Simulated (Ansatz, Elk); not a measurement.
## How far do independent atoms describe Li2ScBr4?

The structure of Li2ScBr4 used here is made up (a known structure type with other elements) and was relaxed beforehand with PBE. The aim is the Fourier transform of its all-electron density, F(hkl), set beside the sum over free spherical atoms that refinements use.

Method: DFT, PBE, all-electron APW+lo, Dirac cores, scalar-relativistic bands, static density, no spin, in Elk 11.2.3 (patched build).

The structure was built from a prototype and need not be the compound's stable phase.

### Step 1. The structure

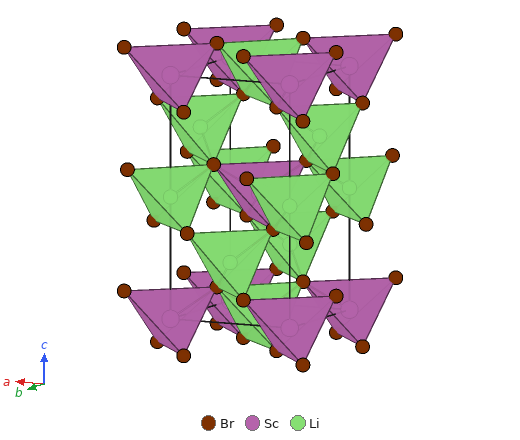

The cell as given, from a free direction (bromine brown, scandium purple, lithium green). This picture shows the conventional cell, with its axes. Some periodic images of atoms are drawn too.

### Step 2. Ground state and structure factors

An all-electron density is needed, since X-rays see the cores too. Task 0 finds the density and task 195 Fourier-transforms it; tshift is off so that phases refer to the origin typed.

elk.in

```
tasks
  0
  195

xctype
  20

spinpol
  .false.

rgkmax
  7.0

gmaxvr
  14.0

lmaxo
  7

lmaxapw
  8

swidth
  0.002

tshift
  .false.

ramdisk
  .false.

hmaxvr
  5.5

maxscl
  120

epspot
  1e-06

sppath
  './'

avec
  -5.86036330991 5.86036330991 10.83800202381
  5.86036330991 -5.86036330991 10.83800202381
  5.86036330991 5.86036330991 -10.83800202381

atoms
  3
  'Br.in'
  4
  0.3664399807 0.3896191103 0.5107704137   0.000000 0.000000 0.000000
  0.6103808897 0.1211513034 0.9768208704   0.000000 0.000000 0.000000
  0.8788486966 0.8556695670 0.4892295863   0.000000 0.000000 0.000000
  0.1443304330 0.6335600193 0.0231791296   0.000000 0.000000 0.000000
  'Sc.in'
  1
  0.0000000000 0.0000000000 -0.0000000000   0.000000 0.000000 0.000000
  'Li.in'
  2
  0.2500000000 0.7500000000 0.5000000000   0.000000 0.000000 0.000000
  0.5000000000 0.5000000000 -0.0000000000   0.000000 0.000000 0.000000

ngridk
  5 5 5
```

Launch:

```
$ OMP_NUM_THREADS=4 elk
```

Numbers of over 12 decimals in the logs are rounded to 6 here.

Log:

```text
┌─────────────────────────┐
│ Elk code version 11.2.3 │
└─────────────────────────┘

All units are atomic (Hartree, Bohr, etc.)

┌─────────────────────────────────────────────────┐
│ Ground-state run starting from atomic densities │
└─────────────────────────────────────────────────┘

Lattice vectors :
  -5.860363310       5.860363310       10.83800202
   5.860363310      -5.860363310       10.83800202
   5.860363310       5.860363310      -10.83800202

Reciprocal lattice vectors :
 -0.7135832565E-17  0.5360747257      0.2898682476
  0.5360747257     -0.7135832565E-17  0.2898682476
  0.5360747257      0.5360747257     -0.3607616390E-17

Unit cell volume      :    1488.875215
Brillouin zone volume :   0.1666024196

Muffin-tin inner radius fraction :   0.1000000000E-01

Nuclei treated as point charges

Species : 1 (Br)
 parameters loaded from : Br.in
 name : bromine
 nuclear charge    :   -35.00000000
 electronic charge :    35.00000000
 atomic mass :    145656.0816
 muffin-tin radius :    2.400000000
 number of radial points in muffin-tin :    993
 inner part over the whole radius :   0.9934012010E-02
 number on inner part of muffin-tin    :    703
 approximate nuclear radius :   0.7858070945E-04
 number of mesh points to nuclear radius :    344
 atomic positions (lattice), magnetic fields (Cartesian) :
  1 :   0.36643998  0.38961911  0.51077041    0.00000000  0.00000000  0.00000000
  2 :   0.61038089  0.12115130  0.97682087    0.00000000  0.00000000  0.00000000
  3 :   0.87884870  0.85566957  0.48922959    0.00000000  0.00000000  0.00000000
  4 :   0.14433043  0.63356002  0.02317913    0.00000000  0.00000000  0.00000000

Species : 2 (Sc)
 parameters loaded from : Sc.in
 name : scandium
 nuclear charge    :   -21.00000000
 electronic charge :    21.00000000
 atomic mass :    81949.61073
 muffin-tin radius :    2.400000000
 number of radial points in muffin-tin :    993
 inner part over the whole radius :   0.9898716403E-02
 number on inner part of muffin-tin    :    698
 approximate nuclear radius :   0.6711386133E-04
 number of mesh points to nuclear radius :    323
 atomic positions (lattice), magnetic fields (Cartesian) :
  1 :   0.00000000  0.00000000  0.00000000    0.00000000  0.00000000  0.00000000

Species : 3 (Li)
 parameters loaded from : Li.in
 name : lithium
 nuclear charge    :   -3.000000000
 electronic charge :    3.000000000
 atomic mass :    12652.66898
 muffin-tin radius :    1.800000000
 number of radial points in muffin-tin :    593
 inner part over the whole radius :   0.9806707936E-02
 number on inner part of muffin-tin    :    401
 approximate nuclear radius :   0.4000070961E-04
 number of mesh points to nuclear radius :    148
 atomic positions (lattice), magnetic fields (Cartesian) :
  1 :   0.25000000  0.75000000  0.50000000    0.00000000  0.00000000  0.00000000
  2 :   0.50000000  0.50000000  0.00000000    0.00000000  0.00000000  0.00000000

Total number of atoms per unit cell :    7
Total muffin-tin volume :    338.3872279
 ratio of muffin-tin to unit cell volume :   0.2272770911

Spin treatment :
 spin-unpolarised

Number of Bravais lattice symmetries :   16
Number of crystal symmetries         :    4
Crystal has no inversion symmetry
Complex Hermitian eigensolver will be used

k-point grid :      5     5     5
k-point offset :    0.000000000       0.000000000       0.000000000
k-point set is reduced with full crystal symmetry group
Total number of k-points :       33

Muffin-tin radius times maximum |G+k| :    7.000000000
 using average radius
Maximum |G+k| for APW functions       :    3.141025641
Maximum (1/2)|G+k|²                   :    4.933021039
Maximum |G| for potential and density :    14.00000000
Constant for pseudocharge density :    8
 order of it for each species :   15  15  15
 order of it for pair densities of each species (exact exchange by exxq0 0: 16) :   11  11   5
Radial integration step length :    1

G-vector grid sizes :     63    63    63
Number of G-vectors :    68941

[...]
from k-point 26 to k-point 31
Estimated direct band gap   :   0.2956905635E-02
 at k-point 26

Charges :
 core                        :    82.00000000
 valence                     :    85.00000000
 interstitial                :    9.410327851
 muffin-tins (core leakage)
  species : 1 (Br)
   atom 1                    :    33.56591767     (  0.2285087982E-04)
[...]
species : 2 (Sc)
[...]
species : 3 (Li)
   atom 1                    :    2.121214082     (   0.000000000    )
   atom 2                    :    2.113920216     (   0.000000000    )
 total in muffin-tins        :    157.5896721
 total calculated charge     :    166.9997630
 total charge                :    167.0000000
 error                       :   0.2369602130E-03

RMS change in Kohn-Sham potential (target) :    6.823558999     (  0.1000000000E-05)
Absolute change in total energy (target)   :    6.383636742     (  0.1000000000E-03)

[... loops 3 to 15 left out ...]

┌──────────────────┐
│ Loop number : 16 │
└──────────────────┘

Energies :
 Fermi                       :     0.132277
 sum of occupied eigenvalues :     -6526.0102575561
 electron kinetic            :      11476.339331716
 core electron kinetic       :      10458.173096648
 Coulomb                     :     -22270.441079309
 Coulomb potential           :     -17466.258333214
 nuclear-nuclear             :     -1114.8379740358
 electron-nuclear            :     -24859.642086878
 Hartree                     :      3704.0389816045
 Madelung                    :     -13537.311912702
 xc potential                :     -536.09125605792
 exchange                    :     -404.23227749866
 correlation                 :     -7.873406
 electron entropic           :    -0.41232690346331E-02
 total energy                :     -11206.211554106

Density of states at Fermi energy :    328.0444671
 (states/Hartree/unit cell)

Estimated indirect band gap :   0.1036375524E-02
 from k-point 2 to k-point 30
Estimated direct band gap   :   0.2154936783E-02
 at k-point 31

Charges :
 core                        :    82.00000000
 valence                     :    85.00000000
 interstitial                :    9.419359550
 muffin-tins (core leakage)
  species : 1 (Br)
[...]
species : 2 (Sc)
[...]
species : 3 (Li)
   atom 1                    :    2.116988825     (   0.000000000    )
   atom 2                    :    2.111581199     (   0.000000000    )
 total in muffin-tins        :    157.5806405
 total calculated charge     :    166.9997344
 total charge                :    167.0000000
 error                       :   0.2656143805E-03

RMS change in Kohn-Sham potential (target) :   0.6593768327E-06 (  0.1000000000E-05)
Absolute change in total energy (target)   :   0.4162354708E-04 (  0.1000000000E-03)

Convergence targets achieved

┌──────────────────┐
│ Loop number : 17 │
└──────────────────┘

Energies :
 Fermi                       :     0.132277
 sum of occupied eigenvalues :     -6526.0102548355
 electron kinetic            :      11476.339331866
 core electron kinetic       :      10458.173096689
 Coulomb                     :     -22270.441078984
 Coulomb potential           :     -17466.258332004
 nuclear-nuclear             :     -1114.8379740358
 electron-nuclear            :     -24859.642087448
 Hartree                     :      3704.0389825004
 Madelung                    :     -13537.311912982
 xc potential                :     -536.09125469697
 exchange                    :     -404.23227761992
 correlation                 :     -7.873406
 electron entropic           :    -0.41232652911062E-02
 total energy                :     -11206.211553747

Density of states at Fermi energy :    328.0442507
 (states/Hartree/unit cell)

Estimated indirect band gap :   0.1036360122E-02
 from k-point 2 to k-point 30
Estimated direct band gap   :   0.2154970887E-02
 at k-point 31

Charges :
 core                        :    82.00000000
 valence                     :    85.00000000
 interstitial                :    9.419359374
 muffin-tins (core leakage)
  species : 1 (Br)
[...]
atom 3                    :    33.55060203     (  0.2293186364E-04)
   atom 4                    :    33.55060203     (  0.2293186364E-04)
  species : 2 (Sc)
   atom 1                    :    19.14966248     ( -0.2162962929E-06)
  species : 3 (Li)
   atom 1                    :    2.116988819     (   0.000000000    )
   atom 2                    :    2.111581200     (   0.000000000    )
 total in muffin-tins        :    157.5806406
 total calculated charge     :    166.9997344
 total charge                :    167.0000000
 error                       :   0.2656148210E-03

┌──────────────────────────────┐
│ Self-consistent loop stopped │
└──────────────────────────────┘

Wrote STATE.OUT
```

It took 1.7 min on 4 threads of Intel Xeon 6975P-C (Granite Rapids), shared host; peak memory 0.38 GiB; 5.4 min of CPU time.

SFACRHO.OUT:

```text

h k l indices transformed by vhmat matrix:
   1.000000000       0.000000000       0.000000000    
   0.000000000       1.000000000       0.000000000    
   0.000000000       0.000000000       1.000000000    

      h      k      l  multipl.   |H|            Re(F)            Im(F)           |F|

      0      0      0      1   0.0000000       167.00000     -0.23317058E-15   167.00000    
      1      1     -1      2  0.57973650       22.870999     -0.47589793E-15   22.870999    
      1      0     -1      4  0.60942572       13.221546      -9.0261728       16.008781    
      0     -1      0      4  0.60942572       13.221546       9.0261728       16.008781    
     -1      1      0      4  0.75812415       17.344237     -0.72841239E-14   17.344237    
      1      1      0      4  0.95438285       20.899594      -121.51145       123.29568    
      0      2     -1      4  0.95438285       20.899594       121.51145       123.29568    
     -2     -1      1      4   1.0215618       17.354109      -4.5912895       17.951185    
     -2     -1      2      4   1.0215618       17.354109       4.5912895       17.951185    
     -1      1      1      4   1.0721495      -96.912847      0.29693640E-13   96.912847    
     -2     -2      2      2   1.1594730      -96.152263      0.12426330E-12   96.152263    
      0      2     -2      4   1.2188514       12.278961      -1.1021351       12.328325    
     -2      0      0      4   1.2188514       12.278961       1.1021351       12.328325    
      0     -1     -1      4   1.2332494       28.484879      -1.2802560       28.513635    
      1      0     -2      4   1.2332494       28.484879       1.2802560       28.513635    
     -2      1      1      4   1.2332494       4.7179097       9.1663599       10.309259    
      0     -1      2      4   1.2332494       4.7179097      -9.1663599       10.309259    
     -1     -3      2      4   1.3853266       15.372985      -6.6438618       16.747225
```

Elk indexes on the primitive cell of elk.in and gives |H| = 4π sin θ/λ in inverse bohr. Below, one row stands for each form hkl of the conventional cell (m members, Friedel mates merged), F is for one primitive cell and the density is static (no thermal factor). Free-atom factors are Waasmaier and Kirfel's, and R is Σm||F|−|F'||/Σm|F|.

```tsv
hkl	m	sin θ/λ (Å⁻¹)	abs F, DFT	neutral atoms	diff.	abs of complex diff.
002	2	0.087	22.871	22.733	+0.138	0.138
101	8	0.092	16.009	15.936	+0.072	0.093
110	4	0.114	17.344	17.323	+0.021	0.021
112	8	0.143	123.295	122.556	+0.740	0.743
103	8	0.154	17.951	17.950	+0.001	0.061
200	4	0.161	96.913	96.671	+0.242	0.242
004	2	0.174	96.152	95.972	+0.181	0.181
202	8	0.183	12.328	12.344	-0.016	0.022
211	8	0.185	28.514	28.366	+0.148	0.182
121	8	0.185	10.309	10.394	-0.085	0.087
114	8	0.208	16.747	16.643	+0.104	0.208
123	8	0.223	24.362	24.341	+0.021	0.120
213	8	0.223	2.231	2.090	+0.141	0.147
220	4	0.228	121.118	121.116	+0.002	0.002
```

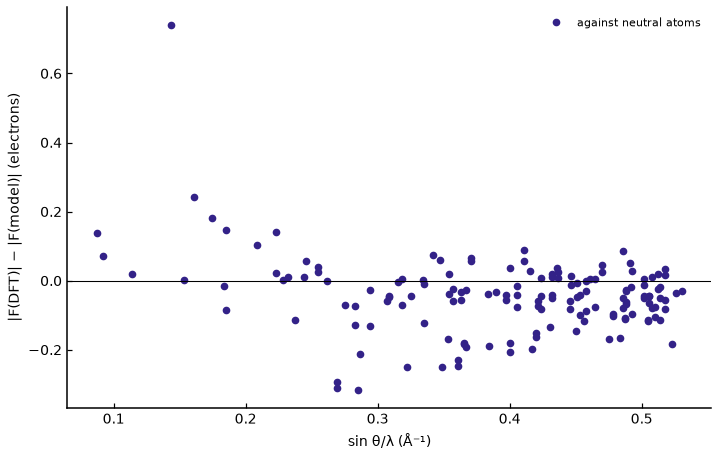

Difference between the calculated structure factors and the independent-atom ones.

### Step 3. The highest occupied states alone

An energy window below the Fermi level keeps the highest occupied states, to see at which angles they scatter; shallow core shells can lie inside it and anion s states outside. No new self-consistency is needed.

elk.in, as its differences from that of step 2:

```diff
@@ -1,3 +1,2 @@
 tasks
-  0
   195
@@ -40,2 +39,5 @@
 
+wsfac
+  -0.418960 0.432280
+
 sppath
```

Launch:

```
$ OMP_NUM_THREADS=4 elk
```

Log:

```text
┌─────────────────────────────────┐
│ Elk code version 11.2.3 started │
└─────────────────────────────────┘

Info(readinput): the functional depends on the density's gradient
 muffin-tin radial points multiplied by    2.00000
 (not where nrmtscf is given)

┌────────────────────┐
│ Current task : 195 │
└────────────────────┘

Info(sfacrho): density structure factors written to SFACRHO.OUT

 Energy window :  -0.4189600000      0.4322800000

┌──────────────────┐
│ Elk code stopped │
└──────────────────┘
```

The job ended after 15 s (4 threads; peak memory 0.25 GiB; 17 s of CPU time).

States within 15 eV below the Fermi level hold 25.00 electrons; any levels below the window count with the cores. Their amplitudes can exceed the total, where window and core parts have opposite phase:

```tsv
hkl	sin θ/λ (Å⁻¹)	abs F, window	abs F, all
002	0.087	1.970	22.871
101	0.092	1.326	16.009
110	0.114	0.998	17.344
112	0.143	9.997	123.295
103	0.154	0.870	17.951
200	0.161	7.159	96.913
004	0.174	6.125	96.152
202	0.183	0.320	12.328
211	0.185	1.244	28.514
121	0.185	0.496	10.309
```

### Step 4. Another functional

The difference from free atoms is small, so it is set against the change that LDA (Perdew-Wang) makes.

elk.in, as its differences from that of step 3:

```diff
@@ -1,2 +1,3 @@
 tasks
+  0
   195
@@ -4,3 +5,3 @@
 xctype
-  20
+  3
 
@@ -39,5 +40,2 @@
 
-wsfac
-  -0.418960 0.432280
-
 sppath
```

Launch:

```
$ OMP_NUM_THREADS=4 elk
```

Log:

```text
┌─────────────────────────┐
│ Elk code version 11.2.3 │
└─────────────────────────┘

All units are atomic (Hartree, Bohr, etc.)

┌─────────────────────────────────────────────────┐
│ Ground-state run starting from atomic densities │
└─────────────────────────────────────────────────┘

Lattice vectors :
  -5.860363310       5.860363310       10.83800202
   5.860363310      -5.860363310       10.83800202
   5.860363310       5.860363310      -10.83800202

Reciprocal lattice vectors :
 -0.7135832565E-17  0.5360747257      0.2898682476
[...]
atom 4                    :    33.52698212     (  0.1711686983E-04)
  species : 2 (Sc)
   atom 1                    :    19.14295179     ( -0.3512582765E-05)
  species : 3 (Li)
   atom 1                    :    2.119835515     (   0.000000000    )
   atom 2                    :    2.114120293     (   0.000000000    )
 total in muffin-tins        :    157.4848361
 total calculated charge     :    166.9997797
 total charge                :    167.0000000
 error                       :   0.2202509406E-03

┌──────────────────────────────┐
│ Self-consistent loop stopped │
└──────────────────────────────┘

Wrote STATE.OUT
[key lines of the parts left out:]
total energy                :     -11191.138319562
```

Wall time 83 s (4 threads); peak memory 0.35 GiB; 4.6 min of CPU time.

Against the first run R = 0.06 %; the largest change is -0.093 at 260.

### Step 5. Basis size

The basis and the expansions that go with it are enlarged, to see whether the differences are converged.

elk.in, as its differences from that of step 4:

```diff
@@ -5,3 +5,3 @@
 xctype
-  3
+  20
 
@@ -11,12 +11,12 @@
 rgkmax
-  7.0
+  8.5
 
 gmaxvr
-  14.0
+  18.0
 
 lmaxo
-  7
+  9
 
 lmaxapw
-  8
+  10
```

Launch:

```
$ OMP_NUM_THREADS=4 elk
```

Log:

```text
┌─────────────────────────┐
│ Elk code version 11.2.3 │
└─────────────────────────┘

All units are atomic (Hartree, Bohr, etc.)

┌─────────────────────────────────────────────────┐
│ Ground-state run starting from atomic densities │
└─────────────────────────────────────────────────┘

Lattice vectors :
  -5.860363310       5.860363310       10.83800202
   5.860363310      -5.860363310       10.83800202
   5.860363310       5.860363310      -10.83800202

Reciprocal lattice vectors :
 -0.7135832565E-17  0.5360747257      0.2898682476
[...]
atom 4                    :    33.55210313     (  0.2293666258E-04)
  species : 2 (Sc)
   atom 1                    :    19.15294384     ( -0.2162971242E-06)
  species : 3 (Li)
   atom 1                    :    2.117292638     (   0.000000000    )
   atom 2                    :    2.111829033     (   0.000000000    )
 total in muffin-tins        :    157.5904780
 total calculated charge     :    166.9998676
 total charge                :    167.0000000
 error                       :   0.1324334192E-03

┌──────────────────────────────┐
│ Self-consistent loop stopped │
└──────────────────────────────┘

Wrote STATE.OUT
[key lines of the parts left out:]
total energy                :     -11206.217226782
```

Wall time 6.3 min (4 threads); peak memory 0.87 GiB; 21 min of CPU time.

Against the first run R = 0.00 %; the largest change is -0.006 at 620.

### Step 6. Settings against the effect

```tsv
run	R against the first run (%)	R against neutral atoms, low angle (%)	wall time
PBE, rgkmax 7	0.00	0.32	1.7 min
LDA (Perdew-Wang)	0.06	0.29	83 s
rgkmax 8.5 with larger expansions	0.00	0.32	6.3 min
```

### Step 7. Results

| Quantity | Value |
| --- | --- |
| R against neutral atoms, sin θ/λ < 0.3 Å⁻¹ | 0.32 % |
| R against neutral atoms, 0.3 to 0.53 Å⁻¹ | 0.22 % |

What this shows: Independent neutral atoms miss the calculated amplitudes by R = 0.32 % below 0.3 Å⁻¹ and 0.22 % from there to 0.53 Å⁻¹; by shells, 0.56 % below 0.15 Å⁻¹ (4 forms), 0.28 % 0.15 to 0.3 (26 forms), 0.24 % 0.3 to 0.45 (63 forms), 0.19 % above 0.45 (56 forms). Bonding, aspherical density and the tables' own atoms all enter these figures, and the runs don't part them. The largest change of an amplitude is +0.74 electrons, at 112. R counts amplitudes alone; phases shift too. The window's part falls from 25.0 electrons at the origin to at most 0.50 between 0.45 and 0.53 Å⁻¹. Below 0.3 Å⁻¹ the changes that finished (LDA (Perdew-Wang) and rgkmax 8.5 with larger expansions) move F by R = 0.05 % at most, against the 0.32 % that separates it from free atoms. The k-mesh has no finished test. The electron count is odd, so without spin the run is a metal by force. Part of the difference isn't bonding: the tables are fits to free atoms and ions calculated by other methods than this functional. Thermal motion, anomalous dispersion and extinction are left out.

[Logs are printed without paths, hosts, clocks, repeated set-up lines and the standing remarks that a program may print on its own settings, such as how far it seeks lower states.]

[Hosts, paths, dates, database ids (printed as entryN), source tags and the programs' standing remarks are cut or masked in the printed files.]
